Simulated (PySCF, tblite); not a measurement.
**C₄H₈N₂Si: geometry, infrared bands and NMR shifts**

Aim: predict the infrared bands and NMR shifts of C₄H₈N₂Si (`Cc1ccnn1[SiH3]`).

The runs use tblite 0.8.0 and PySCF 2.14.0, with density-fitted response routines of our own; the level of theory stands in each step. All values are computed, except where a source is named. Atoms are numbered from 0 throughout.

### Step 1. The starting structure

15 atoms, charge 0, multiplicity 1; geometry from: force field or distance geometry start.

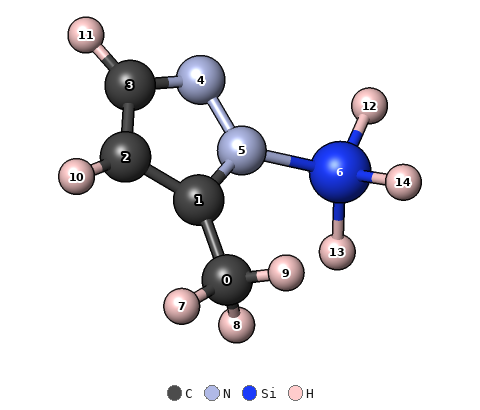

As it starts; carbon dark grey, nitrogen light blue, silicon blue, hydrogen pink, atoms numbered.

### Step 2. Relaxing the molecule with GFN2-xTB

What the job is given:

```
{"job": {"kind": "relax", "xc": "GFN2-xTB", "basis": "xTB"}, "charge": 0, "multiplicity": 1}
C     -0.120200     1.793400     0.214200
C      0.506900     0.462600     0.100100
C      1.857600     0.115100     0.207700
C      1.891300    -1.265800     0.022000
N      0.680700    -1.799800    -0.154200
N     -0.158300    -0.734500    -0.114100
Si    -1.909400    -0.941900    -0.323700
H      0.630700     2.576200     0.396400
H     -0.649800     2.050600    -0.708500
H     -0.840600     1.827400     1.054000
H      2.675800     0.787600     0.374300
H      2.750700    -1.930900     0.037500
H     -2.304600    -2.365500    -0.531000
H     -2.381800    -0.137500    -1.482400
H     -2.633400    -0.429000     0.885800
```

Run with:

```console
$ OMP_NUM_THREADS=1 python probes_run.py task.json out
```

This one command runs all jobs of the session in turn.

Output:

```text
step      E/eV     max force
  0    -550.49663    1.859
  1    -550.58273    0.811
  2    -550.60667    0.415
  3    -550.62610    0.362
  4    -550.63300    0.283
  5    -550.64681    0.256
  6    -550.65670    0.240
  7    -550.66342    0.195
  8    -550.66815    0.201
  9    -550.67211    0.190
 10    -550.67563    0.164
 11    -550.67812    0.121
 12    -550.67960    0.123
 13    -550.68069    0.101
 14    -550.68171    0.098
 15    -550.68253    0.078
 16    -550.68307    0.045
 17    -550.68346    0.053
 18    -550.68387    0.071
 19    -550.68437    0.063
 20    -550.68483    0.050
 21    -550.68514    0.041
 22    -550.68532    0.038
 23    -550.68542    0.021
 24    -550.68547    0.016
 25    -550.68551    0.014
 26    -550.68554    0.018
 27    -550.68558    0.019
 28    -550.68562    0.013
 29    -550.68564    0.011
 30    -550.68566    0.011
 31    -550.68568    0.013
 32    -550.68571    0.017
 33    -550.68574    0.016
 34    -550.68578    0.016
 35    -550.68581    0.015
 36    -550.68585    0.015
 37    -550.68588    0.014
 38    -550.68590    0.016
 39    -550.68592    0.013
 40    -550.68593    0.006
```

Wall time 0.38 s (1 thread of Arm Neoverse N1, shared host).

Along the way: (not every step is listed)

| step | energy from step 0 (eV) | largest force (eV/Å) |
| --- | --- | --- |
| 0 | 0.0000 | 1.8590 |
| 1 | -0.0861 | 0.8112 |
| 2 | -0.1100 | 0.4153 |
| 3 | -0.1295 | 0.3620 |
| 4 | -0.1364 | 0.2833 |
| 5 | -0.1502 | 0.2563 |
| 6 | -0.1601 | 0.2396 |
| 7 | -0.1668 | 0.1952 |
| 8 | -0.1715 | 0.2012 |
| 10 | -0.1790 | 0.1635 |
| 12 | -0.1830 | 0.1234 |
| 14 | -0.1851 | 0.0976 |
| 16 | -0.1864 | 0.0449 |
| 18 | -0.1872 | 0.0707 |
| 20 | -0.1882 | 0.0502 |
| 22 | -0.1887 | 0.0385 |
| 24 | -0.1888 | 0.0161 |
| 26 | -0.1889 | 0.0181 |
| 28 | -0.1890 | 0.0132 |
| 30 | -0.1890 | 0.0110 |
| 32 | -0.1891 | 0.0172 |
| 34 | -0.1892 | 0.0159 |
| 35 | -0.1892 | 0.0149 |
| 36 | -0.1892 | 0.0151 |
| 37 | -0.1893 | 0.0136 |
| 38 | -0.1893 | 0.0164 |
| 39 | -0.1893 | 0.0130 |
| 40 | -0.1893 | 0.0060 |

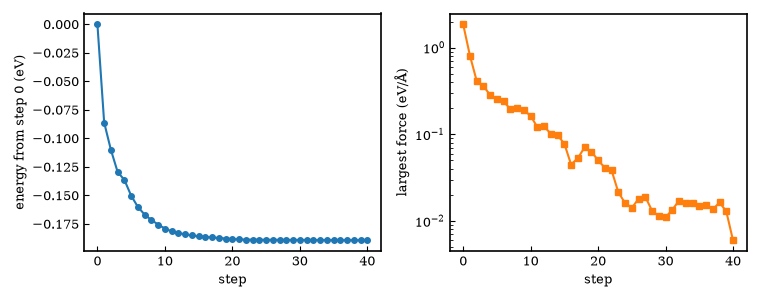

Energy and largest force along the relaxation.

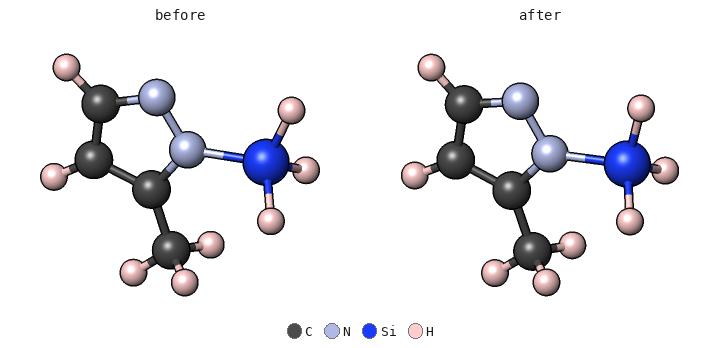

The geometry before (left) and after (right).

Distances of close pairs at the start and the end, largest changes first:

| bond | before (Å) | after (Å) | change (Å) |
| --- | --- | --- | --- |
| Si6–H12 | 1.492 | 1.451 | -0.041 |
| Si6–H14 | 1.500 | 1.466 | -0.034 |
| C1–C2 | 1.399 | 1.373 | -0.026 |
| C1–N5 | 1.386 | 1.361 | -0.026 |
| C3–N4 | 1.335 | 1.310 | -0.025 |
| N5–Si6 | 1.776 | 1.753 | -0.023 |
| Si6–H13 | 1.488 | 1.466 | -0.022 |
| C0–H9 | 1.107 | 1.090 | -0.017 |

The next job starts from the end point, and lists it.

### Step 3. Infrared spectrum with GFN2-xTB

What the job is given:

```
{"job": {"kind": "ir", "xc": "GFN2-xTB", "basis": "xTB"}, "charge": 0, "multiplicity": 1}
C     -0.134276     1.798799     0.214949
C      0.515844     0.468551     0.111737
C      1.836187     0.102595     0.200737
C      1.831768    -1.292993     0.021665
N      0.613578    -1.739834    -0.160383
N     -0.202022    -0.666322    -0.106911
Si    -1.922646    -0.924317    -0.317925
H      0.616762     2.564226     0.391381
H     -0.669807     2.035874    -0.703977
H     -0.851244     1.812272     1.035456
H      2.683050     0.736829     0.368747
H      2.664738    -1.968968     0.020845
H     -2.048952    -2.357589    -0.507414
H     -2.345466    -0.134747    -1.478532
H     -2.591928    -0.426387     0.887712
```

Output:

```text
mode    cm-1     km/mol
  1      54.0      0.01
  2      99.0      0.84
  3     132.8      3.24
  4     167.4      2.80
  5     257.6      0.07
  6     328.9      3.59
  7     498.3     31.58
  8     573.9     54.66
  9     577.8     54.55
 10     609.2     29.97
 11     629.4      0.01
 12     692.1      5.54
 13     744.5    178.49
 14     769.0    290.74
 15     801.1    323.65
 16     808.0      7.31
 17     851.6      0.19
 18     909.3      7.56
 19     993.8      1.76
 20    1032.6      6.83
 21    1038.8      2.46
 22    1099.7      2.25
 23    1171.9     18.36
 24    1219.5    122.96
 25    1324.0     60.91
 26    1377.7     69.93
 27    1399.6      3.14
 28    1471.7      7.33
 29    1473.3      1.67
 30    1486.1     74.35
 31    1577.5     20.69
 32    2236.0    382.75
 33    2248.5    162.95
 34    2378.9    216.15
 35    2997.1     25.41
 36    3010.3     22.85
 37    3050.7     16.74
 38    3157.9     26.76
 39    3172.9     42.88
```

Wall time 0.73 s (1 thread of Arm Neoverse N1, shared host).

Which atoms move in the most intense modes:

| cm⁻¹ | km/mol | atoms |
| --- | --- | --- |
| 744 | 178.5 | H12 59 %, H13 18 %, H14 18 % |
| 769 | 290.7 | H14 36 %, H13 36 %, H12 19 % |
| 801 | 323.6 | H14 41 %, H13 41 % |
| 1220 | 123.0 | N5 52 %, N4 31 % |
| 1486 | 74.3 | C3 36 %, N4 23 %, C1 22 % |
| 2236 | 382.8 | H14 50 %, H13 46 % |
| 2248 | 162.9 | H13 51 %, H14 47 % |
| 2379 | 216.2 | H12 97 % |

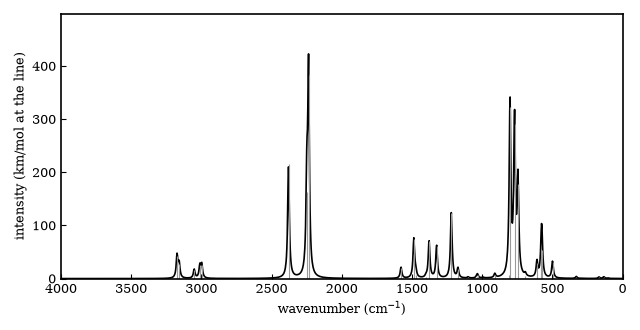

The infrared spectrum from these modes, unscaled. Lines are broadened to a width of 14 cm⁻¹ (Lorentzian).

### Step 4. Shielding tensors: PBE0/pcSseg-1

Settings changed since step 3:

```diff
@@ -1,2 +1,2 @@
-{"job": {"kind": "ir", "xc": "GFN2-xTB", "basis": "xTB"}, "charge": 0, "multiplicity": 1}
+{"job": {"kind": "nmr", "xc": "PBE0", "basis": "pcSseg-1"}, "charge": 0, "multiplicity": 1}
 C     -0.134276     1.798799     0.214949
```

Level: GIAO PBE0/pcSseg-1 NMR shielding, non-relativistic, gas phase.

Output:

```text
coarse grid: 13056 points
cycle   1  E = -555.6749284407  dE =  1.126e+00  |g| = 3.753e-01  |ddm| = 3.618e+00
cycle   2  E = -555.6646763069  dE =  1.025e-02  |g| = 4.417e-01  |ddm| = 8.237e-01
cycle   3  E = -555.7094719664  dE = -4.480e-02  |g| = 1.129e-01  |ddm| = 4.496e-01
cycle   4  E = -555.7120939131  dE = -2.622e-03  |g| = 3.726e-02  |ddm| = 1.179e-01
cycle   5  E = -555.7124076310  dE = -3.137e-04  |g| = 6.163e-03  |ddm| = 3.691e-02
cycle   6  E = -555.7124125626  dE = -4.932e-06  |g| = 3.645e-03  |ddm| = 7.373e-03
cycle   7  E = -555.7124154054  dE = -2.843e-06  |g| = 8.751e-04  |ddm| = 3.090e-03
final grid: 121720 points
cycle   8  E = -555.7494346770  dE = -3.296e-05  |g| = 6.613e-03  |ddm| = 3.516e-02
cycle   9  E = -555.7494317185  dE =  2.959e-06  |g| = 7.547e-03  |ddm| = 1.362e-02
cycle  10  E = -555.7494454302  dE = -1.371e-05  |g| = 1.464e-03  |ddm| = 7.539e-03
cycle  11  E = -555.7494459132  dE = -4.830e-07  |g| = 2.134e-04  |ddm| = 1.373e-03
cycle  12  E = -555.7494459228  dE = -9.511e-09  |g| = 5.604e-05  |ddm| = 2.109e-04
cycle  13  E = -555.7494459233  dE = -5.828e-10  |g| = 2.218e-05  |ddm| = 6.386e-05
converged SCF energy = -555.7494459233

GIAO shielding tensors (ppm)
atom      isotropic    diamagn.    paramagn.     s11        s22        s33       span
  0 C      173.188     247.533     -74.344    162.499    168.093    188.972     26.473
  1 C       37.713     255.696    -217.983    -42.550     22.201    133.488    176.038
  2 C       73.807     259.096    -185.289     -1.841     75.581    147.681    149.522
  3 C       40.013     252.084    -212.071    -53.047     41.950    131.136    184.182
  4 N      -95.383     321.427    -416.810   -331.217    -96.558    141.625    472.842
  5 N       46.418     331.266    -284.848    -60.221     59.604    139.872    200.092
  6 Si     399.868     881.401    -481.533    357.608    394.665    447.330     89.722
  7 H       29.054      28.839       0.215     23.516     28.192     35.454     11.938
  8 H       29.227      29.897      -0.670     24.482     28.117     35.083     10.601
  9 H       29.224      29.908      -0.684     24.471     28.129     35.072     10.601
 10 H       25.429      33.321      -7.892     23.227     25.414     27.645      4.418
 11 H       24.091      30.392      -6.301     21.958     24.717     25.598      3.640
 12 H       26.287      29.327      -3.040     22.007     25.827     31.028      9.021
 13 H       26.594      30.063      -3.469     23.028     25.468     31.285      8.257
 14 H       26.591      30.072      -3.481     23.014     25.494     31.264      8.250
```

It took 37 s on 1 thread of Arm Neoverse N1, shared host; peak memory 0.74 GiB.

The references, computed at this level on geometries of the same kind, shield at (ppm): ¹H TMS 31.72, ¹³C TMS 186.9, ²⁹Si TMS 349.2, ¹⁵N NH3 267.7. Their shielding less the atom's gives the shift. The references are single molecules in the gas phase, so shifts against H2O, NH3, PH3, H3PO4 or CFCl3 are not on the usual liquid scales and can be off by tens of ppm. Atoms listed in one row are averaged.

| atoms | environment | σ (ppm) | δ (ppm) | δ scaled to CDCl3 |
| --- | --- | --- | --- | --- |
| C1 | substituted aromatic carbon next to a ring nitrogen | 37.7 | 149.2 | 143.7 |
| C3 | aromatic CH next to a ring nitrogen | 40.0 | 146.9 | 141.5 |
| C2 | aromatic CH | 73.8 | 113.1 | 108.5 |
| C0 | methyl carbon on an aromatic ring | 173.2 | 13.7 | 11.5 |
| H11 | hydrogen on an aromatic CH next to a ring nitrogen | 24.09 | 7.63 | 7.30 |
| H10 | hydrogen on an aromatic CH | 25.43 | 6.29 | 6.03 |
| H12, H13, H14 | hydrogen on a silicon bonded to N | 26.49 | 5.23 | – |
| H7, H8, H9 | hydrogen on a methyl carbon on an aromatic ring | 29.17 | 2.55 | 2.51 |
| N4 | pyridine-type nitrogen of an azole | -95.4 | 363.1 | – |
| N5 | pyrrole-type ring nitrogen | 46.4 | 221.3 | – |
| Si6 | silicon bonded to N, 3 H | 399.9 | -50.7 | – |

The scaled column applies a straight-line fit of computed shieldings to shifts measured in CDCl3 (root-mean-square error 0.16 ppm for H, 1.9 ppm for C).

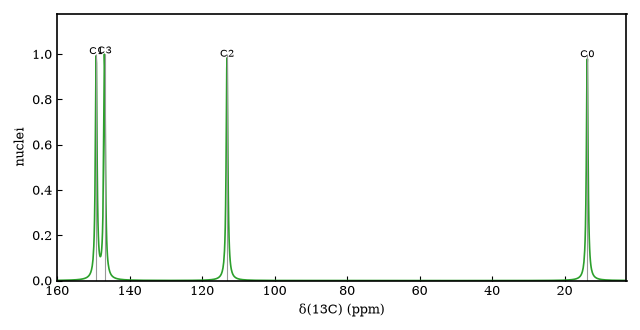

¹³C lines at the computed shifts, without couplings. Lines are broadened to a width of 0.54 ppm (Lorentzian).

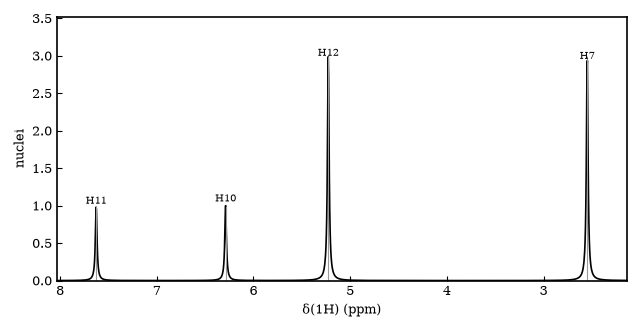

¹H lines at the computed shifts, without couplings. Lines are broadened to a width of 0.02 ppm (Lorentzian).

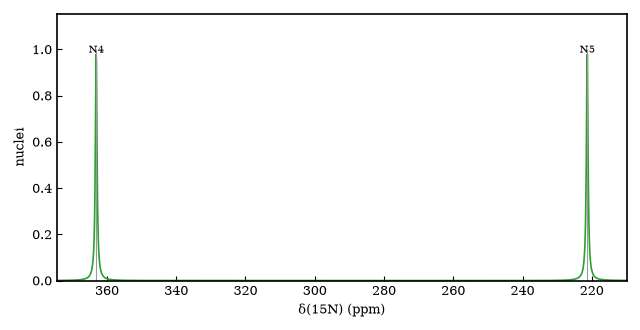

¹⁵N lines at the computed shifts, without couplings. Lines are broadened to a width of 0.57 ppm (Lorentzian).

Charges from the same density, by scheme (e):

| atoms | Mulliken | IAO | Hirshfeld | ESP fit |
| --- | --- | --- | --- | --- |
| C0 | -0.15 | -0.44 | -0.11 | -0.60 |
| C1 | 0.19 | 0.07 | 0.04 | 0.37 |
| C2 | -0.34 | -0.26 | -0.11 | -0.64 |
| C3 | 0.15 | -0.07 | -0.03 | 0.25 |
| N4 | -0.22 | -0.26 | -0.15 | -0.57 |
| N5 | -0.61 | -0.26 | -0.07 | 0.10 |
| Si6 | 0.64 | 0.76 | 0.38 | 0.51 |

IAO charges:

C0 -0.44; C1 0.07; C2 -0.26; C3 -0.07; N4 -0.26; N5 -0.26; Si6 0.76; H7 0.16; H8 0.16; H9 0.16; H10 0.16; H11 0.16; H12 -0.09; H13 -0.13; H14 -0.13

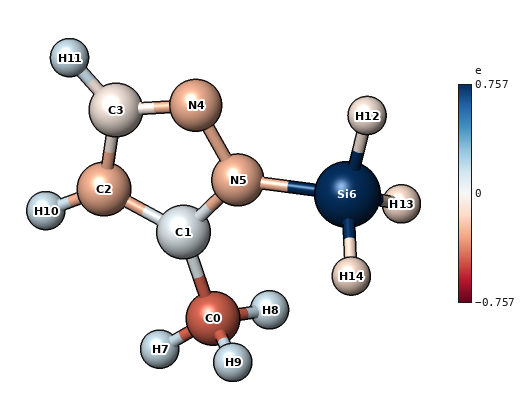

IAO charges, as colours on the atoms.

Mayer bond orders: C0–C1 1.09, C1–C2 1.44, C2–C3 1.32, C3–N4 1.59, N4–N5 1.17, N5–Si6 0.81, N5–C1 1.04.

Ring of atoms C1, C2, C3, N4, N5: NICS(0) -12.2, NICS(1) -11.7, NICS(1)zz -30.0 ppm (means of both faces).

### Step 5. What came out

| quantity | value |
| --- | --- |
| strongest single infrared mode (GFN2-xTB) | 2236 cm⁻¹, 383 km/mol |
| zero-point energy (GFN2-xTB) | 69.2 kcal/mol |
| ¹³C shifts against TMS (PBE0/pcSseg-1) | 149.2, 146.9, 113.1, 13.7 ppm |
| ¹H shifts against TMS (PBE0/pcSseg-1, means over atoms taken as alike) | 7.63, 6.29, 5.23, 2.55 ppm |
| ¹⁵N shifts against NH3 (PBE0/pcSseg-1) | 363.1, 221.3 ppm |
| ²⁹Si shifts against TMS (PBE0/pcSseg-1) | -50.7 ppm |

Over 40 steps the energy fell by 0.189 eV; of the close pairs, Si6–H12 changed most, 1.492 to 1.451 Å. No mode is imaginary among the 39: a minimum at this level. The strongest single mode, at 2236 cm⁻¹, moves mainly H14 and H13. Unscaled tight-binding wavenumbers are off by several per cent, some by more. Its intensities can rank the bands wrongly. At PBE0/pcSseg-1: Shielding is most anisotropic at N4 (span 473 ppm, paramagnetic term -417 ppm). NICS(1)zz of -30 ppm above the planar ring from C1 marks a diatropic (aromatic) ring current.
